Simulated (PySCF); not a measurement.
# 1,1,1-trichloro-2-fluoroethane (C2H2Cl3F): a tour of settings

Aim: see how 1,1,1-trichloro-2-fluoroethane (C2H2Cl3F) (`FCC(Cl)(Cl)Cl`) answers to the choice of functional, basis, grid and SCF options.

Computed with PySCF 2.14.0, with density-fitted response routines of our own, on a single molecule, in the gas phase or a continuum. Atoms count from 0, in the outputs and in this text.

## (1) The starting structure

8 atoms, charge 0, multiplicity 1; geometry from: GFN2-xTB.

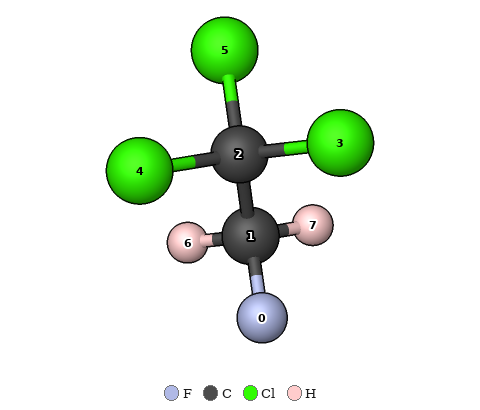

The starting geometry (fluorine light blue, carbon dark grey, chlorine green, hydrogen pink), atoms numbered; sticks join atoms by distance.

## (2) Excited states and response: PBE0/aug-pcSseg-1 in chloroform

Job settings and geometry (Å):

```
{"job": {"kind": "uv", "xc": "PBE0", "basis": "aug-pcSseg-1", "solvent": "chloroform", "nstates": 6, "ntriplets": 2, "tda": true}, "charge": 0, "multiplicity": 1}
F      1.274950    -1.284249    -0.015192
C      0.835974     0.002691    -0.003980
C     -0.688790     0.049418    -0.001811
Cl    -1.339791    -0.757403     1.438585
Cl    -1.344057    -0.732971    -1.453736
Cl    -1.181337     1.757047     0.012250
H      1.225157     0.494881    -0.901651
H      1.226951     0.479999     0.900969
```

Level: TDA PBE0/aug-pcSseg-1, vertical, IEF-PCM chloroform (non-equilibrium linear response), core orbitals frozen in the response.

On the command line:

```console
$ OMP_NUM_THREADS=1 python probes_run.py task.json out
```

One launch serves the whole session: the jobs run in the order shown.

The program printed:

```text
coarse grid: 9376 points
cycle   1  E = -1557.0052429134  dE =  7.803e-01  |g| = 6.713e-01  |ddm| = 4.068e+00
cycle   2  E = -1556.7864407156  dE =  2.188e-01  |g| = 1.256e+00  |ddm| = 2.341e+00
cycle   3  E = -1557.1048468542  dE = -3.184e-01  |g| = 4.743e-02  |ddm| = 1.621e+00
cycle   4  E = -1557.1049438374  dE = -9.698e-05  |g| = 3.870e-02  |ddm| = 8.474e-02
cycle   5  E = -1557.1052440886  dE = -3.003e-04  |g| = 8.189e-03  |ddm| = 5.840e-02
cycle   6  E = -1557.1052551086  dE = -1.102e-05  |g| = 1.577e-03  |ddm| = 9.669e-03
cycle   7  E = -1557.1052555092  dE = -4.006e-07  |g| = 1.836e-04  |ddm| = 2.457e-03
final grid: 80008 points
cycle   8  E = -1557.1441801331  dE = -3.637e-05  |g| = 6.438e-03  |ddm| = 5.646e-02
cycle   9  E = -1557.1441742947  dE =  5.838e-06  |g| = 7.727e-03  |ddm| = 1.526e-02
cycle  10  E = -1557.1441864667  dE = -1.217e-05  |g| = 1.876e-03  |ddm| = 1.069e-02
cycle  11  E = -1557.1441871090  dE = -6.424e-07  |g| = 3.034e-04  |ddm| = 2.735e-03
cycle  12  E = -1557.1441871288  dE = -1.977e-08  |g| = 7.549e-05  |ddm| = 4.029e-04
cycle  13  E = -1557.1441871298  dE = -9.570e-10  |g| = 2.665e-05  |ddm| = 1.176e-04
converged SCF energy = -1557.1441871298

Static polarisability (au): isotropic 84.692, principal 76.400 88.300 89.375

Singlet excitations
state   eV       nm        f      main configurations
  1   6.3804    194.3   0.00001   H->L 0.97
  2   6.8039    182.2   0.01808   H-1->L 0.93
  3   6.8945    179.8   0.02366   H-2->L 0.91
  4   7.0130    176.8   0.00124   H-3->L 0.94
  5   7.2272    171.6   0.01901   H->L+1 0.86
  6   7.4216    167.1   0.00893   H->L+2 0.75, H-5->L 0.11, H-2->L+1 0.09

Triplet excitations (Tamm-Dancoff, eV): 5.7794 6.0632
```

Run time: 32 s. Hardware: 1 thread of Intel Xeon at 2.70GHz, shared host; peak memory 0.81 GiB.

The orbitals next to the gap, with their largest atomic shares:

| orbital | eV | atoms |
| --- | --- | --- |
| HOMO−3 | -9.54 | Cl5 25 %, Cl4 21 %, Cl3 21 % |
| HOMO−2 | -9.42 | Cl5 39 %, Cl3 27 %, Cl4 26 % |
| HOMO−1 | -9.32 | Cl4 38 %, Cl3 38 %, Cl5 14 % |
| HOMO | -8.95 | Cl4 35 %, Cl3 35 %, Cl5 29 % |
| LUMO | -1.00 | Cl5 25 %, C2 25 %, Cl3 24 % |
| LUMO+1 | -0.31 | Cl5 27 %, C2 26 %, Cl4 11 % |
| LUMO+2 | -0.01 | C2 30 %, Cl3 27 %, Cl4 27 % |

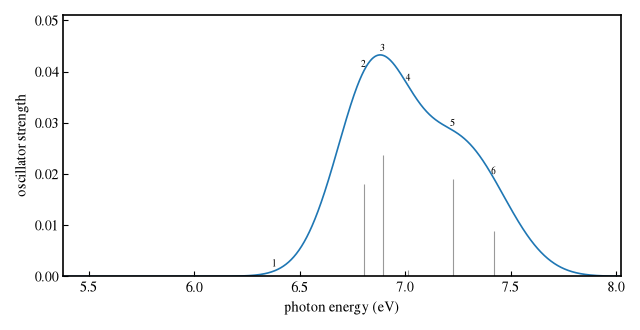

Absorption spectrum from the 6 singlet states computed; above the last one it falls off for lack of states. Lines are broadened to a width of 0.40 eV (Gaussian).

Further results of this job:

| property | computed |
| --- | --- |
| dipole moment (D) | 2.02 |
| polarisability (Å³) | 12.55 |
| HOMO–LUMO gap (eV) | 7.95 |
| −ε(HOMO) (eV) | 8.95 |

## (3) NMR shieldings: PBE0/6-31G

The job, as its differences from that of step 2:

```diff
@@ -1,2 +1,2 @@
-{"job": {"kind": "uv", "xc": "PBE0", "basis": "aug-pcSseg-1", "solvent": "chloroform", "nstates": 6, "ntriplets": 2, "tda": true}, "charge": 0, "multiplicity": 1}
+{"job": {"kind": "nmr", "xc": "PBE0", "basis": "6-31G", "pop": false, "scf": {"conv": 1e-08}}, "charge": 0, "multiplicity": 1}
 F      1.274950    -1.284249    -0.015192
```

Level: GIAO PBE0/6-31G NMR shielding, non-relativistic, gas phase.

The program printed:

```text
final grid: 80008 points
cycle   1  E = -1556.8897551998  dE =  9.443e-01  |g| = 7.397e-01  |ddm| = 3.029e+00
cycle   2  E = -1556.5938959040  dE =  2.959e-01  |g| = 1.406e+00  |ddm| = 2.438e+00
cycle   3  E = -1557.0340002518  dE = -4.401e-01  |g| = 5.156e-02  |ddm| = 1.467e+00
cycle   4  E = -1557.0343560990  dE = -3.558e-04  |g| = 2.831e-02  |ddm| = 7.229e-02
cycle   5  E = -1557.0345321151  dE = -1.760e-04  |g| = 5.120e-03  |ddm| = 3.127e-02
cycle   6  E = -1557.0345380437  dE = -5.929e-06  |g| = 6.792e-04  |ddm| = 7.692e-03
cycle   7  E = -1557.0345381839  dE = -1.402e-07  |g| = 2.187e-04  |ddm| = 1.636e-03
cycle   8  E = -1557.0345381988  dE = -1.491e-08  |g| = 6.209e-05  |ddm| = 4.928e-04
cycle   9  E = -1557.0345382001  dE = -1.285e-09  |g| = 2.351e-06  |ddm| = 1.275e-04
converged SCF energy = -1557.0345382001

GIAO shielding tensors (ppm)
atom      isotropic    diamagn.    paramagn.     s11        s22        s33       span
  0 F      386.085     468.645     -82.560    332.509    379.778    445.968    113.459
  1 C      112.265     242.460    -130.196     92.741    104.228    139.825     47.084
  2 C       87.586     257.002    -169.416     72.856     94.769     95.134     22.278
  3 Cl     521.912    1144.268    -622.356    183.069    419.565    963.102    780.033
  4 Cl     521.669    1144.268    -622.599    182.527    419.350    963.129    780.602
  5 Cl     537.243    1144.550    -607.307    204.010    429.391    978.329    774.319
  6 H       27.960      27.577       0.383     23.756     28.447     31.677      7.921
  7 H       27.959      27.570       0.390     23.758     28.444     31.676      7.918
```

It took 14 s on 1 thread of Intel Xeon at 2.70GHz, shared host.

Shifts follow as δ = σ(reference) − σ, with reference shieldings (ppm) from runs at the same level and on the same kind of geometry: 1H TMS 33.07, 13C TMS 201.7, 19F CFCl3 170.6. The references are single molecules in the gas phase, so shifts against H2O, NH3, PH3, H3PO4 or CFCl3 are not on the usual liquid scales and can be off by tens of ppm. Atoms listed in one row are averaged.

```
        atoms                                  environment  σ (ppm)  δ (ppm)
           C2  fully substituted sp3 carbon bonded to 3 Cl     87.6    114.1
           C1                          sp3 CH2 bonded to F    112.3     89.5
       H6, H7           hydrogen on an sp3 CH2 bonded to F    27.96     5.11
           F0                    fluorine on an sp3 carbon    386.1   -215.5
Cl3, Cl4, Cl5                         chlorine bonded to C      527        –
```

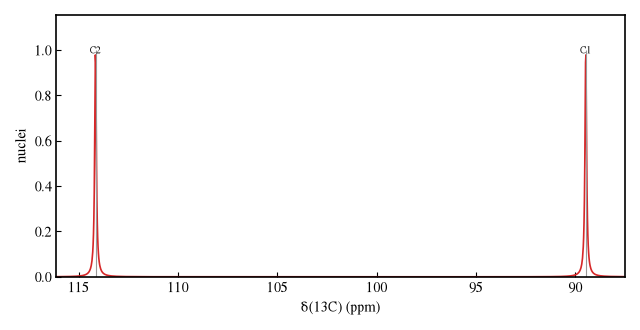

13C lines at the computed shifts, without couplings. Lines are broadened to a width of 0.10 ppm (Lorentzian).

Orbitals, density, ELF and potential are computed afterwards from the orbital file.

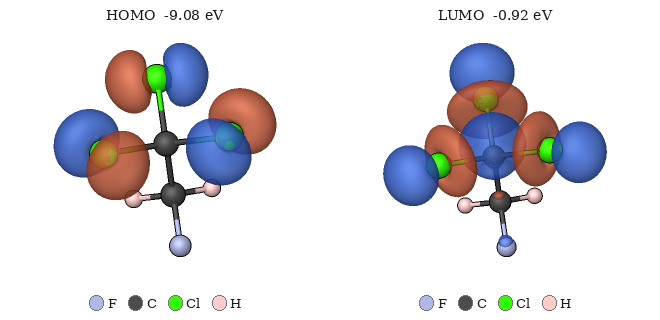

Frontier orbitals at PBE0/6-31G; each surface holds 70 % of the orbital's density, blue and red mark the sign.

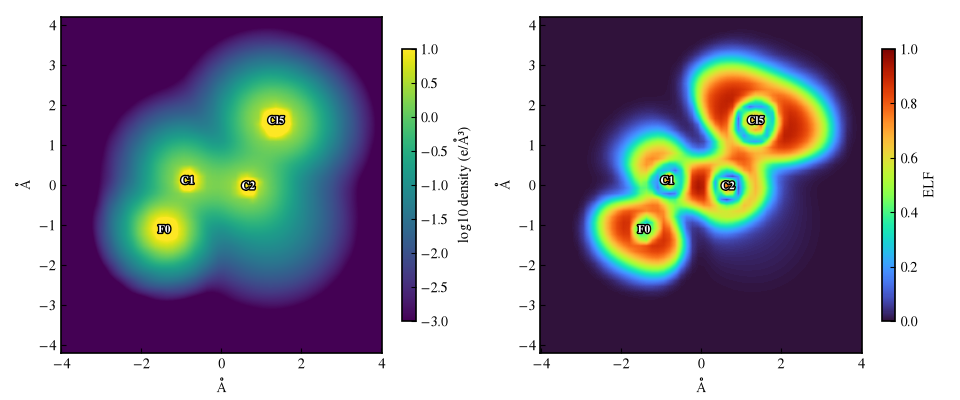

Density (left) and ELF (right) in a plane through or near 4 of the atoms.

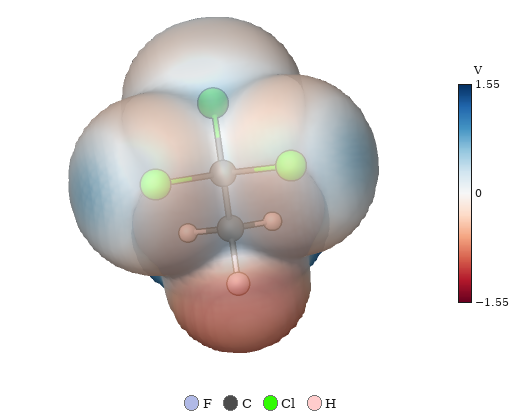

The potential that a unit positive charge feels on the 0.002 e/bohr³ surface, from the 1st to the 99th percentile, from -0.90 V near F0 to 1.55 V near H6.

## (4) NMR shieldings: WP04/pcSseg-1

The job, as its differences from that of step 3:

```diff
@@ -1,2 +1,2 @@
-{"job": {"kind": "nmr", "xc": "PBE0", "basis": "6-31G", "pop": false, "scf": {"conv": 1e-08}}, "charge": 0, "multiplicity": 1}
+{"job": {"kind": "nmr", "xc": "WP04", "basis": "pcSseg-1", "pop": true}, "charge": 0, "multiplicity": 1}
 F      1.274950    -1.284249    -0.015192
```

With the program's defaults for keys left out, this is: GIAO WP04/pcSseg-1 NMR shielding, non-relativistic, gas phase.

The program printed:

```text
coarse grid: 9376 points
cycle   1  E = -1573.6677641773  dE =  7.101e-01  |g| = 9.665e-01  |ddm| = 2.698e+00
cycle   2  E = -1573.2480389899  dE =  4.197e-01  |g| = 1.784e+00  |ddm| = 1.980e+00
cycle   3  E = -1573.8133969904  dE = -5.654e-01  |g| = 2.142e-01  |ddm| = 1.447e+00
cycle   4  E = -1573.8225568873  dE = -9.160e-03  |g| = 8.238e-02  |ddm| = 2.536e-01
cycle   5  E = -1573.8239515096  dE = -1.395e-03  |g| = 3.217e-02  |ddm| = 8.656e-02
cycle   6  E = -1573.8241134260  dE = -1.619e-04  |g| = 3.563e-03  |ddm| = 2.344e-02
cycle   7  E = -1573.8241160243  dE = -2.598e-06  |g| = 8.982e-04  |ddm| = 3.410e-03
final grid: 80008 points
cycle   8  E = -1573.8667362945  dE = -2.807e-05  |g| = 6.945e-03  |ddm| = 1.935e-02
cycle   9  E = -1573.8667202380  dE =  1.606e-05  |g| = 1.140e-02  |ddm| = 1.152e-02
cycle  10  E = -1573.8667454317  dE = -2.519e-05  |g| = 1.542e-03  |ddm| = 8.068e-03
cycle  11  E = -1573.8667459070  dE = -4.753e-07  |g| = 4.968e-04  |ddm| = 1.577e-03
cycle  12  E = -1573.8667459599  dE = -5.288e-08  |g| = 1.438e-04  |ddm| = 4.218e-04
cycle  13  E = -1573.8667459636  dE = -3.651e-09  |g| = 2.183e-05  |ddm| = 1.225e-04
cycle  14  E = -1573.8667459637  dE = -9.140e-11  |g| = 5.420e-06  |ddm| = 2.810e-05
converged SCF energy = -1573.8667459637

GIAO shielding tensors (ppm)
atom      isotropic    diamagn.    paramagn.     s11        s22        s33       span
  0 F      380.142     472.816     -92.673    330.374    386.533    423.519     93.145
  1 C       79.339     240.518    -161.179     59.732     68.595    109.691     49.959
  2 C       42.258     244.577    -202.319     22.022     49.709     55.044     33.021
  3 Cl     445.245    1148.700    -703.455     70.238    306.752    958.745    888.507
  4 Cl     444.987    1148.696    -703.709     69.687    306.508    958.766    889.079
  5 Cl     468.189    1148.871    -680.682     96.087    336.410    972.069    875.982
  6 H       27.174      27.159       0.014     23.308     28.236     29.977      6.669
  7 H       27.173      27.161       0.012     23.310     28.233     29.977      6.668
```

It took 20 s on 1 thread of Intel Xeon at 2.70GHz, shared host; peak memory 0.68 GiB.

This run: σ C2 42.3, C1 79.3, F0 380.1, Cl3 453, H6 27.17 ppm (means over like atoms).

## (5) Nuclear shieldings: PBE0/cc-pVTZ

The job, as its differences from that of step 4:

```diff
@@ -1,2 +1,2 @@
-{"job": {"kind": "nmr", "xc": "WP04", "basis": "pcSseg-1", "pop": true}, "charge": 0, "multiplicity": 1}
+{"job": {"kind": "nmr", "xc": "PBE0", "basis": "cc-pVTZ", "pop": true, "scf": {"damp": 0.1}}, "charge": 0, "multiplicity": 1}
 F      1.274950    -1.284249    -0.015192
```

With the program's defaults for keys left out, this is: GIAO PBE0/cc-pVTZ NMR shielding, non-relativistic, gas phase.

The program printed:

```text
damping 0.10 in the first 6 cycles
final grid: 80008 points
cycle   1  E = -1557.2261161502  dE =  7.895e-01  |g| = 6.970e-01  |ddm| = 4.827e+00
cycle   2  E = -1557.0767130947  dE =  1.494e-01  |g| = 1.130e+00  |ddm| = 1.986e+00
cycle   3  E = -1556.7829349460  dE =  2.938e-01  |g| = 1.545e+00  |ddm| = 2.847e+00
cycle   4  E = -1555.5914459316  dE =  1.191e+00  |g| = 2.981e+00  |ddm| = 4.829e+00
cycle   5  E = -1554.0604605437  dE =  1.531e+00  |g| = 3.503e+00  |ddm| = 6.677e+00
cycle   6  E = -1532.1552398426  dE =  2.191e+01  |g| = 1.038e+01  |ddm| = 1.762e+01
cycle   7  E = -1499.6617635287  dE =  3.249e+01  |g| = 1.395e+01  |ddm| = 4.255e+01
cycle   8  E = -1549.6721298606  dE = -5.001e+01  |g| = 4.240e+00  |ddm| = 4.301e+01
cycle   9  E = -1542.7497288619  dE =  6.922e+00  |g| = 6.702e+00  |ddm| = 2.483e+01
cycle  10  E = -1556.3864026330  dE = -1.364e+01  |g| = 2.005e+00  |ddm| = 9.803e+00
cycle  11  E = -1557.1914721694  dE = -8.051e-01  |g| = 8.077e-01  |ddm| = 2.337e+00
cycle  12  E = -1557.2707205861  dE = -7.925e-02  |g| = 5.166e-01  |ddm| = 1.277e+00
cycle  13  E = -1557.3232731665  dE = -5.255e-02  |g| = 1.338e-01  |ddm| = 6.412e-01
cycle  14  E = -1557.3283375758  dE = -5.064e-03  |g| = 4.560e-02  |ddm| = 2.365e-01
cycle  15  E = -1557.3287844375  dE = -4.469e-04  |g| = 1.860e-02  |ddm| = 7.727e-02
cycle  16  E = -1557.3288493175  dE = -6.488e-05  |g| = 3.884e-03  |ddm| = 2.796e-02
cycle  17  E = -1557.3288529639  dE = -3.646e-06  |g| = 1.308e-03  |ddm| = 8.115e-03
cycle  18  E = -1557.3288533621  dE = -3.981e-07  |g| = 2.417e-04  |ddm| = 1.889e-03
cycle  19  E = -1557.3288533752  dE = -1.309e-08  |g| = 5.688e-05  |ddm| = 3.474e-04
cycle  20  E = -1557.3288533760  dE = -8.015e-10  |g| = 1.358e-05  |ddm| = 8.772e-05
converged SCF energy = -1557.3288533760

GIAO shielding tensors (ppm)
atom      isotropic    diamagn.    paramagn.     s11        s22        s33       span
  0 F      392.838     466.690     -73.853    347.796    391.926    438.791     90.995
  1 C       94.984     237.848    -142.865     76.173     84.544    124.234     48.061
  2 C       68.948     237.413    -168.465     51.661     74.803     80.379     28.717
  3 Cl     547.751    1144.217    -596.466    222.755    450.537    969.961    747.206
  4 Cl     547.516    1144.212    -596.696    222.279    450.311    969.958    747.678
  5 Cl     563.893    1144.193    -580.300    239.887    470.867    980.926    741.039
  6 H       26.827      28.062      -1.235     22.870     27.975     29.637      6.766
  7 H       26.827      28.064      -1.236     22.873     27.972     29.637      6.764
```

Wall time 76 s (1 thread of Intel Xeon at 2.70GHz, shared host); peak memory 0.84 GiB.

This run: σ C2 68.9, C1 95.0, F0 392.8, Cl3 553, H6 26.83 ppm (means over like atoms).

## (6) Spin-spin couplings: OLYP/def2-SVP

The job, as its differences from that of step 5:

```diff
@@ -1,2 +1,2 @@
-{"job": {"kind": "nmr", "xc": "PBE0", "basis": "cc-pVTZ", "pop": true, "scf": {"damp": 0.1}}, "charge": 0, "multiplicity": 1}
+{"job": {"kind": "j", "xc": "OLYP", "basis": "def2-SVP", "scf": {"damp": 0.3, "guess": "atom"}}, "charge": 0, "multiplicity": 1}
 F      1.274950    -1.284249    -0.015192
```

With the program's defaults for keys left out, this is: OLYP/def2-SVP indirect spin-spin coupling, non-relativistic, gas phase.

The program printed:

```text
damping 0.30 in the first 6 cycles
final grid: 80008 points
cycle   1  E = -1557.1861324154  dE =  1.029e+00  |g| = 5.631e-01  |ddm| = 3.307e+00
cycle   2  E = -1557.2280857204  dE = -4.195e-02  |g| = 3.848e-01  |ddm| = 1.072e+00
cycle   3  E = -1557.2285334881  dE = -4.478e-04  |g| = 3.768e-01  |ddm| = 8.306e-01
cycle   4  E = -1557.2149733374  dE =  1.356e-02  |g| = 4.346e-01  |ddm| = 8.491e-01
cycle   5  E = -1557.1779534163  dE =  3.702e-02  |g| = 5.937e-01  |ddm| = 1.016e+00
cycle   6  E = -1556.8687764846  dE =  3.092e-01  |g| = 1.202e+00  |ddm| = 1.778e+00
cycle   7  E = -1554.6717227631  dE =  2.197e+00  |g| = 3.339e+00  |ddm| = 4.275e+00
cycle   8  E = -1557.2470277327  dE = -2.575e+00  |g| = 2.563e-01  |ddm| = 3.061e+00
cycle   9  E = -1557.2601098363  dE = -1.308e-02  |g| = 1.318e-01  |ddm| = 3.604e-01
cycle  10  E = -1557.2631215984  dE = -3.012e-03  |g| = 2.148e-02  |ddm| = 1.443e-01
cycle  11  E = -1557.2632112808  dE = -8.968e-05  |g| = 9.033e-03  |ddm| = 1.745e-02
cycle  12  E = -1557.2632299428  dE = -1.866e-05  |g| = 2.527e-03  |ddm| = 8.051e-03
cycle  13  E = -1557.2632314720  dE = -1.529e-06  |g| = 3.655e-04  |ddm| = 2.767e-03
cycle  14  E = -1557.2632315029  dE = -3.092e-08  |g| = 9.202e-05  |ddm| = 4.757e-04
cycle  15  E = -1557.2632315051  dE = -2.163e-09  |g| = 2.417e-05  |ddm| = 1.608e-04
cycle  16  E = -1557.2632315053  dE = -1.687e-10  |g| = 4.241e-06  |ddm| = 4.627e-05
converged SCF energy = -1557.2632315053

Indirect spin-spin couplings (Hz)
  i      j    bonds     total        FC       PSO       DSO        SD
  0 F    1 C    1   -351.746  -381.309    14.721     0.990    13.851
  0 F    2 C    2     58.782    65.170    -6.183     0.313    -0.519
  0 F    6 H    2     55.738    50.836     8.470    -0.645    -2.923
  0 F    7 H    2     55.730    50.826     8.472    -0.646    -2.922
  1 C    2 C    1    101.983   101.939    -1.123     0.408     0.759
  1 C    6 H    1    198.122   197.147    -0.498     1.305     0.168
  1 C    7 H    1    198.090   197.115    -0.498     1.305     0.168
  2 C    6 H    2     -0.860    -1.328     0.039     0.333     0.096
  2 C    7 H    2     -0.859    -1.328     0.039     0.334     0.096
  6 H    7 H    2     -8.606    -9.003     1.628    -1.535     0.304
```

Run time: 25 s. Hardware: 1 thread of Intel Xeon at 2.70GHz, shared host.

The basis is not made for couplings: without tight functions at the nuclei these values are rough.

A choice of the couplings up to four bonds, sorted by the number of bonds, with means over like pairs; isotopes 13C, 19F, 1H:

```
 pair  bonds  J (Hz)  Fermi contact (Hz)
F0–C1      1  -351.7              -381.3
C1–H6      1   198.1               197.1
C1–C2      1   102.0               101.9
F0–C2      2    58.8                65.2
F0–H6      2    55.7                50.8
H6–H7      2    -8.6                -9.0
```

The response was solved for the nuclei of C, F, H alone, so couplings that need other nuclei can be missing.

Quadrupole couplings from the field gradients of the same density:

```csv
atom,isotope,eQq/h (MHz),η
Cl4,35Cl,-73.4,0.01
Cl3,35Cl,-73.4,0.01
Cl5,35Cl,-71.9,0.02
```

Joined with the shifts from before (PBE0/6-31G, unscaled), the couplings predict the line list below for 600 MHz. Couplings to quadrupolar nuclei are left out.

1H NMR δ 5.11 (d, J = 55.7 Hz, 2H). The letters are first-order; like nuclei with unlike couplings give more lines.

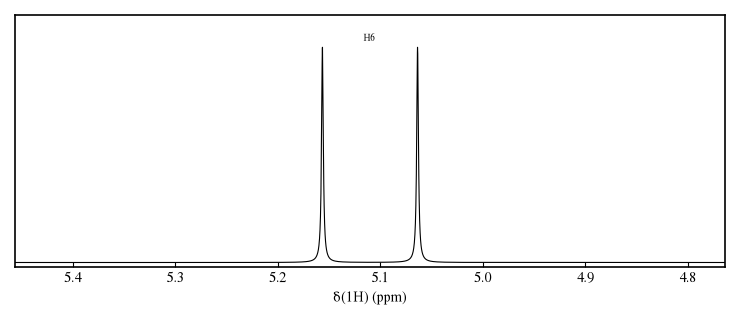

Simulated proton spectrum at 600 MHz, by exact diagonalisation of each spin system; lines 1.2 Hz wide, exchangeable protons uncoupled.

## (7) Side by side: NMR shifts

Shifts (ppm), means over like atoms, with basis size and wall time:

| run | C2 | C1 | H6 | F0 | functions | time |
| --- | --- | --- | --- | --- | --- | --- |
| PBE0/6-31G | 114.1 | 89.5 | 5.11 | -215.5 | 70 | 14 s |
| WP04/pcSseg-1 | 132.8 | 95.8 | 4.82 | -209.9 | 133 | 20 s |
| PBE0/cc-pVTZ | 120.9 | 94.9 | 4.92 | -216.2 | 220 | 76 s |

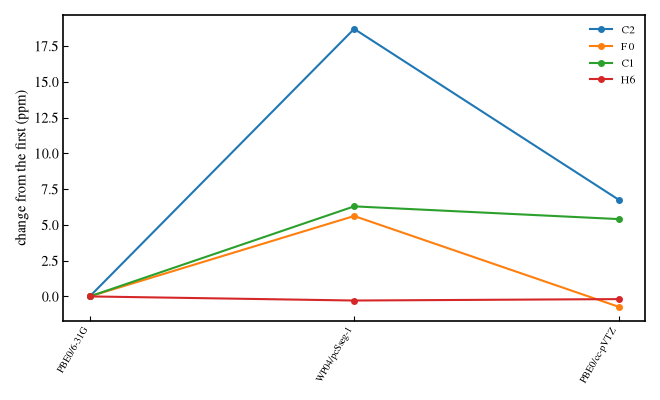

How the tabulated atoms move from run to run.

## (8) Outcome

| quantity | value |
| --- | --- |
| lowest singlet (PBE0/aug-pcSseg-1) | 6.38 eV (194 nm), f = 0.000 |
| brightest single state of those computed | state 3, 6.89 eV, f = 0.024 |
| lowest triplet | 5.78 eV |
| 13C shifts against TMS (PBE0/6-31G) | 114.1, 89.5 ppm |
| 1H shifts against TMS (PBE0/6-31G, means over atoms taken as alike) | 5.11 ppm |
| 19F shifts against CFCl3 (PBE0/6-31G) | -215.5 ppm |
| shieldings of Cl (PBE0/6-31G, a mean where the table joins atoms) | Cl3 526.9 ppm |
| surface potential, 1st and 99th percentile | -0.90 V and 1.55 V |
| largest coupling of the table (OLYP/def2-SVP) | 1J(F,C) F0–C1, -351.7 Hz |
| range of the shift of C2 | 114.1 to 132.8 ppm |

**Reading.** Single values in the summary come from the first run of each kind that ended normally (PBE0/aug-pcSseg-1; PBE0/6-31G; OLYP/def2-SVP), which need not be the best level. The first singlet state (HOMO→LUMO 0.97) lies at 6.38 eV and is dark; of the 6 states computed, the strongest absorption comes from state 3 at 6.89 eV. The lowest triplet lies 0.60 eV below the lowest singlet. C2 stands next to heavy halogen, whose spin-orbit shielding this run leaves out, so the computed shift lies too far downfield, most of all for carbon beside Br or I. At PBE0/6-31G: Shielding is most anisotropic at Cl3, Cl4, Cl5 (span 778 ppm, paramagnetic term -617 ppm). By nearest atom (PBE0/6-31G), the HOMO sits on Cl3, Cl4 about 37 % each; Cl5 25 % and the LUMO on C2 32 %; Cl3, Cl4, Cl5 about 22 % each. In the run at OLYP/def2-SVP, the largest coupling of the table is F0–C1, -351.7 Hz, of which the Fermi-contact term gives -381.3 Hz. Among the atoms with a shift in every run: In ppm, C2 moves most: its shift spreads over 18.7 ppm, from 114.1 (PBE0/6-31G) to 132.8 (WP04/pcSseg-1). Couplings from bases without tight functions are rough.
